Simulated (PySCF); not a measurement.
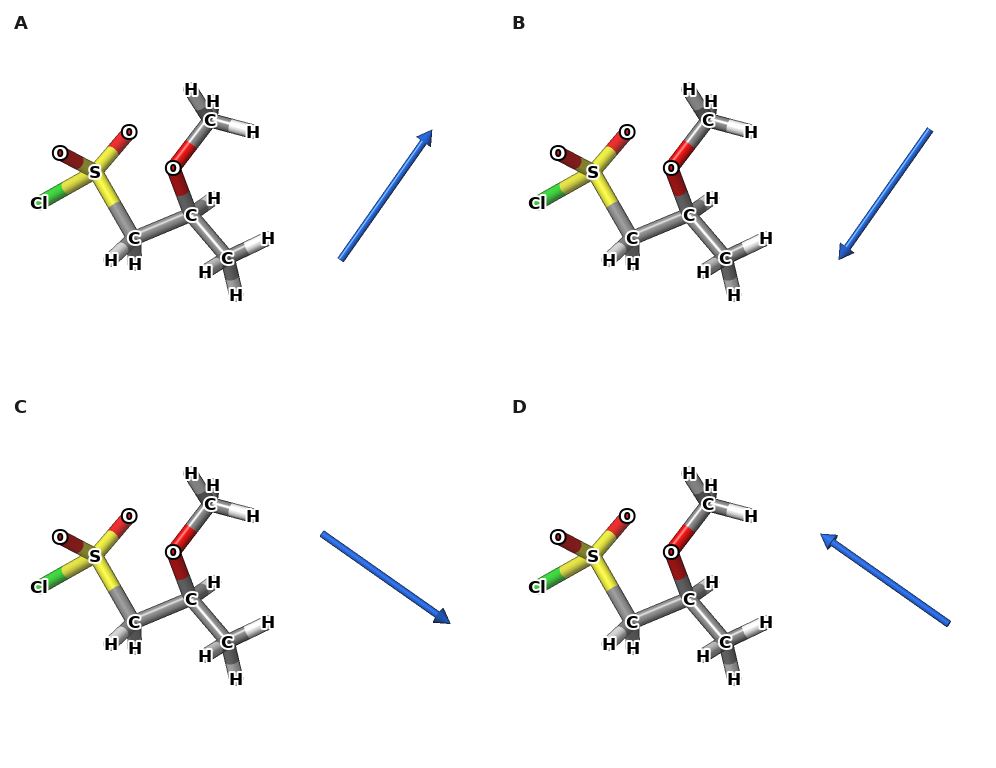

The same molecule four times, each with an arrow. The computed structure is the end point of a GFN2-xTB optimisation. No frequency run is at hand to confirm it as a minimum. Method: PBE0/pcSseg-1, gas phase (PySCF 2.14.0).

Which arrow points along the dipole moment, from the negative to the positive end?

Answer. C. The dipole moment is 5.29 D.
